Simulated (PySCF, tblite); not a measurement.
# C₉H₅F₃O₃S: excited states

Aim: compute the excited states of C₉H₅F₃O₃S (`O=S(=O)(c1cc(O)c2c(c1)C=C2)C(F)(F)F`).

Computed with tblite 0.8.0 and PySCF 2.14.0 and routines of our own; the level stands in each step. Atoms count from 0.

## Step 1: The starting structure

21 atoms, charge 0, multiplicity 1; geometry from: force field or distance geometry start.

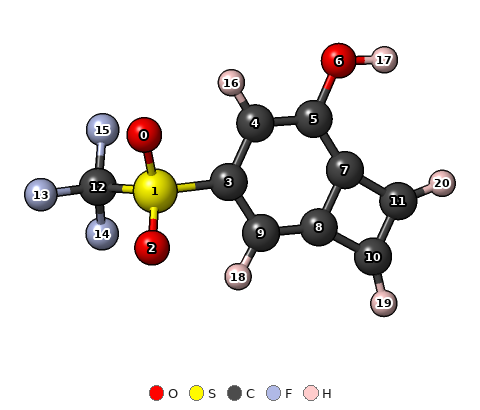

The starting geometry (oxygen red, sulfur yellow, carbon dark grey, fluorine light blue, hydrogen pink).

## Step 2: Optimising the geometry with GFN2-xTB

Job settings and geometry (Å):

```
{"job": {"kind": "relax", "xc": "GFN2-xTB", "basis": "xTB"}, "charge": 0, "multiplicity": 1}
O      2.663700     0.251800     1.984900
S      2.289800     0.713500     0.574100
O      2.488500     2.187200     0.467100
C      0.603000     0.301300     0.350700
C      0.008500    -0.735900     1.101700
C     -1.333400    -1.025100     0.878700
O     -1.892700    -2.051400     1.625000
C     -2.070400    -0.315500    -0.033200
C     -1.483800     0.694200    -0.764100
C     -0.158600     1.000400    -0.562000
C     -2.743800     0.964300    -1.464800
C     -3.309000    -0.017400    -0.759700
C      3.335900    -0.211800    -0.488900
F      4.659400     0.174900    -0.258500
F      3.101700     0.052600    -1.826600
F      3.139500    -1.546400    -0.188500
H      0.571900    -1.300000     1.824500
H     -2.918400    -2.129800     1.551900
H      0.357900     1.788500    -1.099400
H     -3.006200     1.680400    -2.211800
H     -4.312500    -0.458900    -0.701600
```

Command:

```
$ OMP_NUM_THREADS=1 python excited_run.py task.json out
```

The driver reads the jobs from task.json and runs them one after another.

Log:

```text
step      E/eV     max force
  0   -1395.40905    8.067
  1   -1396.53714    2.262
  2   -1396.70234    1.035
  3   -1396.77874    0.903
  4   -1396.83487    0.483
  5   -1396.84657    0.205
  6   -1396.85236    0.210
  7   -1396.86163    0.242
  8   -1396.86667    0.186
  9   -1396.86947    0.118
 10   -1396.87201    0.141
 11   -1396.87525    0.146
 12   -1396.87800    0.120
 13   -1396.87983    0.113
 14   -1396.88162    0.120
 15   -1396.88346    0.102
 16   -1396.88501    0.082
 17   -1396.88617    0.074
 18   -1396.88729    0.078
 19   -1396.88864    0.112
 20   -1396.89001    0.108
 21   -1396.89107    0.067
 22   -1396.89182    0.049
 23   -1396.89243    0.063
 24   -1396.89298    0.064
 25   -1396.89356    0.054
 26   -1396.89432    0.079
 27   -1396.89533    0.097
 28   -1396.89642    0.078
 29   -1396.89728    0.069
 30   -1396.89799    0.084
 31   -1396.89881    0.089
 32   -1396.89996    0.100
 33   -1396.90134    0.096
 34   -1396.90260    0.080
 35   -1396.90359    0.066
 36   -1396.90442    0.065
 37   -1396.90521    0.059
 38   -1396.90593    0.059
 39   -1396.90655    0.068
 40   -1396.90711    0.081
 41   -1396.90771    0.066
 42   -1396.90832    0.065
 43   -1396.90889    0.053
 44   -1396.90938    0.058
 45   -1396.90984    0.061
 46   -1396.91033    0.057
 47   -1396.91085    0.057
 48   -1396.91140    0.048
 49   -1396.91201    0.058
 50   -1396.91263    0.060
 51   -1396.91324    0.070
 52   -1396.91378    0.051
 53   -1396.91423    0.046
 54   -1396.91464    0.043
 55   -1396.91500    0.043
 56   -1396.91531    0.041
 57   -1396.91560    0.041
 58   -1396.91587    0.038
 59   -1396.91611    0.031
 60   -1396.91633    0.027
 61   -1396.91648    0.022
 62   -1396.91658    0.019
 63   -1396.91665    0.017
 64   -1396.91670    0.016
 65   -1396.91675    0.013
 66   -1396.91679    0.015
 67   -1396.91682    0.010
```

Run time: 0.92 s. Hardware: 1 thread of Arm Neoverse V1, shared host.

The steps of the relaxation: (not every step is listed)

| step | energy from step 0 (eV) | largest force (eV/Å) |
| --- | --- | --- |
| 0 | 0.0000 | 8.0671 |
| 1 | -1.1281 | 2.2617 |
| 2 | -1.2933 | 1.0353 |
| 3 | -1.3697 | 0.9031 |
| 4 | -1.4258 | 0.4834 |
| 5 | -1.4375 | 0.2046 |
| 6 | -1.4433 | 0.2097 |
| 7 | -1.4526 | 0.2423 |
| 8 | -1.4576 | 0.1858 |
| 13 | -1.4708 | 0.1134 |
| 18 | -1.4782 | 0.0785 |
| 23 | -1.4834 | 0.0627 |
| 28 | -1.4874 | 0.0784 |
| 33 | -1.4923 | 0.0958 |
| 38 | -1.4969 | 0.0586 |
| 43 | -1.4998 | 0.0531 |
| 48 | -1.5023 | 0.0484 |
| 53 | -1.5052 | 0.0464 |
| 58 | -1.5068 | 0.0379 |
| 62 | -1.5075 | 0.0190 |
| 63 | -1.5076 | 0.0168 |
| 64 | -1.5077 | 0.0155 |
| 65 | -1.5077 | 0.0128 |
| 66 | -1.5077 | 0.0149 |
| 67 | -1.5078 | 0.0099 |

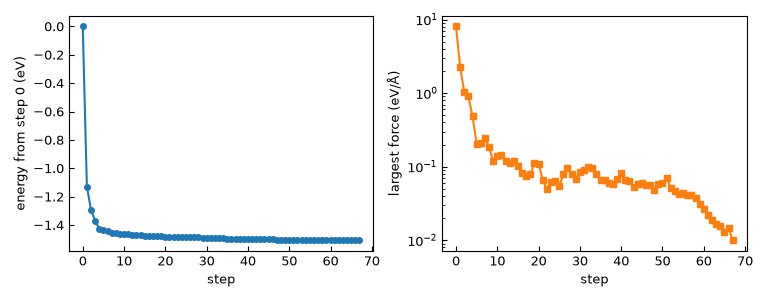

Energy and largest force along the relaxation.

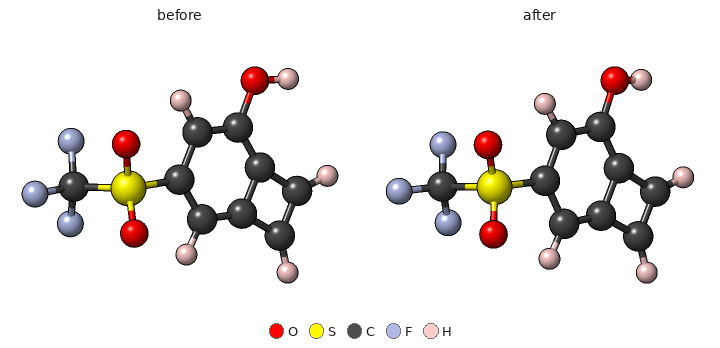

Before and after, at one scale.

Close pairs (by a distance rule), those that changed most:

```
   bond  before (Å)  after (Å)  change (Å)
 S1–C12       1.755      1.904      +0.149
  O0–S1       1.531      1.427      -0.104
C12–F13       1.398      1.324      -0.074
 O6–H17       1.031      0.965      -0.066
  S1–O2       1.491      1.428      -0.063
  C3–C4       1.412      1.363      -0.049
C12–F14       1.384      1.336      -0.048
  C7–C8       1.378      1.425      +0.048
```

The end geometry stands in the next job.

## Step 3: Harmonic vibrations with GFN2-xTB

Job settings and geometry (Å):

```
{"job": {"kind": "ir", "xc": "GFN2-xTB", "basis": "xTB"}, "charge": 0, "multiplicity": 1}
O      2.719295     0.302061     2.060701
S      2.282019     0.809016     0.800654
O      2.572129     2.159774     0.441213
C      0.578944     0.406396     0.483062
C      0.024025    -0.627869     1.175456
C     -1.321752    -1.041290     0.929332
O     -1.812299    -2.071167     1.652567
C     -1.969654    -0.331612    -0.033634
C     -1.360340     0.743321    -0.743913
C     -0.090932     1.149855    -0.522632
C     -2.648485     0.916264    -1.508777
C     -3.223216    -0.094456    -0.837962
C      3.132830    -0.267711    -0.519235
F      4.450413    -0.140580    -0.503262
F      2.684910     0.069582    -1.731364
F      2.822067    -1.549975    -0.318553
H      0.598515    -1.141971     1.928745
H     -2.723090    -2.262123     1.396768
H      0.416006     1.960386    -1.016699
H     -2.952214     1.591629    -2.282594
H     -4.188093    -0.562589    -0.850344
```

Log:

```text
mode    cm-1     km/mol
  1      21.2      0.02
  2      32.1      0.12
  3      42.0      0.15
  4     114.6      2.73
  5     123.9      4.45
  6     130.9      2.63
  7     184.9      0.67
  8     198.5      1.80
  9     247.5      4.64
 10     259.4      0.12
 11     268.8      1.82
 12     279.2      4.85
 13     287.5      7.89
 14     314.9      0.67
 15     352.3     15.89
 16     429.0    181.59
 17     451.3     74.62
 18     471.4      0.48
 19     479.6     45.30
 20     481.0     65.04
 21     509.0    106.18
 22     548.1    116.00
 23     562.9     67.46
 24     569.8     59.52
 25     656.8      4.79
 26     666.0     34.36
 27     687.9      0.09
 28     783.7      2.14
 29     792.7     23.90
 30     812.7     33.41
 31     844.1     21.11
 32     873.0      2.53
 33     879.6     12.53
 34     988.3      4.69
 35    1017.3      9.35
 36    1041.2      5.45
 37    1069.2    141.13
 38    1083.6     87.49
 39    1093.3    152.53
 40    1118.6     49.50
 41    1122.8     80.49
 42    1155.0     49.80
 43    1161.7    476.12
 44    1199.5    103.81
 45    1240.7    201.76
 46    1294.3    445.87
 47    1357.1      4.30
 48    1392.2     82.38
 49    1507.7     24.81
 50    1574.4      4.38
 51    1629.9     81.02
 52    1697.9     97.40
 53    3119.4      0.99
 54    3128.3      1.15
 55    3144.2     14.86
 56    3169.6     21.44
 57    3519.6     34.86
```

It took 1.6 s on 1 thread of Arm Neoverse V1, shared host.

Which atoms move in the most intense modes:

| cm⁻¹ | km/mol | atoms |
| --- | --- | --- |
| 429 | 181.6 | H17 87 % |
| 509 | 106.2 | S1 22 %, O2 13 %, O0 11 % |
| 548 | 116.0 | C3 29 %, C5 27 % |
| 1069 | 141.1 | C12 39 % |
| 1093 | 152.5 | C12 71 %, F15 15 %, F14 12 % |
| 1162 | 476.1 | O2 25 %, O0 24 %, C12 21 %, S1 19 % |
| 1241 | 201.8 | C5 24 %, O6 15 %, C3 15 %, C7 13 % |
| 1294 | 445.9 | S1 44 %, O0 28 %, O2 27 % |

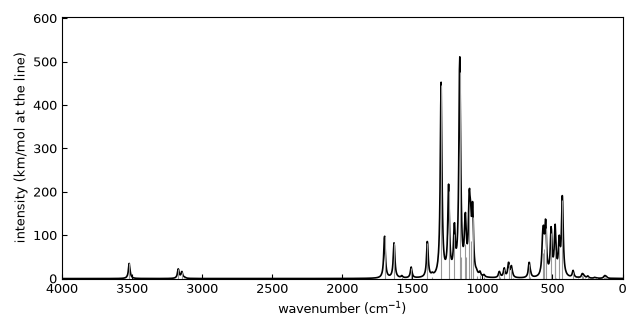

The infrared spectrum from these modes, unscaled. Lines are broadened to a width of 14 cm⁻¹ (Lorentzian).

## Step 4: Excited states: TDA B3LYP/def2-SVP

The job, as its differences from that of step 3:

```diff
@@ -1,2 +1,2 @@
-{"job": {"kind": "ir", "xc": "GFN2-xTB", "basis": "xTB"}, "charge": 0, "multiplicity": 1}
+{"job": {"kind": "states", "xc": "B3LYP", "basis": "def2-SVP", "tda": true, "soc": true, "nstates": 8, "ntriplets": 4, "nquad": 4}, "charge": 0, "multiplicity": 1}
 O      2.719295     0.302061     2.060701
```

With the program's defaults for keys left out, this is: TDA B3LYP/def2-SVP excited states, vertical, gas phase, spin-orbit mean-field couplings.

Log:

```text
coarse grid: 21016 points
cycle   1  E = -1267.6793403737  dE =  4.007e+00  |g| = 1.669e+00  |ddm| = 6.365e+00
cycle   2  E = -1265.6821858617  dE =  1.997e+00  |g| = 3.669e+00  |ddm| = 5.450e+00
cycle   3  E = -1268.1717731275  dE = -2.490e+00  |g| = 3.868e-01  |ddm| = 4.303e+00
cycle   4  E = -1268.1908457677  dE = -1.907e-02  |g| = 2.567e-01  |ddm| = 7.405e-01
cycle   5  E = -1268.2037893054  dE = -1.294e-02  |g| = 8.774e-02  |ddm| = 3.269e-01
cycle   6  E = -1268.2057473691  dE = -1.958e-03  |g| = 2.426e-02  |ddm| = 1.267e-01
cycle   7  E = -1268.2058907425  dE = -1.434e-04  |g| = 6.233e-03  |ddm| = 3.334e-02
cycle   8  E = -1268.2058984144  dE = -7.672e-06  |g| = 2.295e-03  |ddm| = 8.031e-03
final grid: 207920 points
cycle   9  E = -1268.3985158967  dE = -5.246e-05  |g| = 8.315e-03  |ddm| = 4.949e-02
cycle  10  E = -1268.3984934895  dE =  2.241e-05  |g| = 1.308e-02  |ddm| = 2.440e-02
cycle  11  E = -1268.3985305069  dE = -3.702e-05  |g| = 2.015e-03  |ddm| = 1.570e-02
cycle  12  E = -1268.3985314551  dE = -9.481e-07  |g| = 4.217e-04  |ddm| = 2.622e-03
cycle  13  E = -1268.3985314899  dE = -3.483e-08  |g| = 2.105e-04  |ddm| = 6.829e-04
cycle  14  E = -1268.3985315007  dE = -1.078e-08  |g| = 4.890e-05  |ddm| = 2.584e-04
cycle  15  E = -1268.3985315012  dE = -5.266e-10  |g| = 1.365e-05  |ddm| = 6.714e-05
converged SCF energy = -1268.3985315012

Singlet excitations
state   eV       nm        f     d(h-e)  d(exc)  Lambda  PR(NTO)  |dmu|/D   mu/D   main configurations
  1   2.9949   414.0   0.00863   0.247   3.094   0.809   1.035    0.517    7.410   H->L 0.97
  2   4.0464   306.4   0.03926   0.643   3.196   0.675   1.533    1.272    6.548   H-1->L 0.77, H->L+1 0.16
  3   4.8572   255.3   0.00343   3.449   4.630   0.313   1.006   10.131    3.697   H-2->L 0.98
  4   5.3374   232.3   0.13223   0.709   4.012   0.686   1.721    1.516    8.332   H->L+1 0.51, H->L+2 0.19
  5   5.3708   230.8   0.01301   3.625   4.809   0.210   1.119                     H-3->L 0.91
  6   5.9117   209.7   0.01068   1.827   4.063   0.594   1.184                     H-5->L 0.54, H-6->L 0.22, H-7->L 0.15
  7   5.9430   208.6   0.00249   4.019   4.912   0.201   1.020                     H-4->L 0.97
  8   5.9664   207.8   0.00135   2.405   3.761   0.297   1.036                     H->L+3 0.95

Triplet excitations (Tamm-Dancoff)
state   eV     d(h-e)  d(exc)  Lambda  PR(NTO)   main configurations
  1   1.8262   0.071   2.855   0.809   1.048   H->L 0.96
  2   3.1205   0.727   3.023   0.656   1.062   H-1->L 0.95
  3   3.9637   0.695   2.906   0.716   1.421   H->L+1 0.73
  4   4.5859   0.413   2.850   0.735   1.531   H->L+2 0.63, H->L+1 0.13
S1 - T1 = 1.1688 eV

Spin-orbit couplings |<S|Hso|T>| (cm-1)
             T1       T2       T3       T4
S0        0.192    0.355    0.393    0.286
S1        0.020    0.176    0.180    0.211
S2        0.288    0.026    0.138    0.342
S3        0.454    1.644    2.990    3.038
S4        1.038    0.522    1.010    2.113
S5        3.565    1.897    3.870    7.725
S6        5.941    7.113    2.223    7.646
S7        2.979    1.372    1.766    0.415
S8        3.364    2.251    3.774    3.784
T1 sublevels (cm-1): 0.000 0.001 0.001   radiative rates (1/s): 0.0175 0.00137 0.00218
```

Wall time 1.8 min (1 thread of Arm Neoverse V1, shared host); peak memory 1.1 GiB.

In short:

```
  quantity    value
S1 less T1  1.17 eV
```

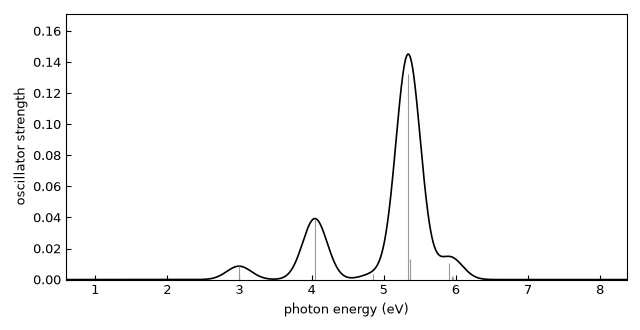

Absorption lines of the singlets. Lines are broadened to a width of 0.40 eV (Gaussian).

## Step 5: Outcome

| quantity | value |
| --- | --- |
| strongest single infrared mode (GFN2-xTB) | 1162 cm⁻¹, 476 km/mol |
| zero-point energy (GFN2-xTB) | 77.5 kcal/mol |
| S1 less T1 (step 4, TDA B3LYP/def2-SVP) | 1.17 eV |

All 57 modes are real, so the xTB geometry is a minimum. The strongest single mode, at 1162 cm⁻¹, is spread over several atoms, O2, O0, C12, S1 among them. Unscaled tight-binding wavenumbers are off by several per cent, some by more. Its intensities can rank the bands wrongly. In step 4, the number of triplets below S1 is 1, and the largest singlet-triplet spin-orbit coupling is S5–T4, 7.72 cm⁻¹.
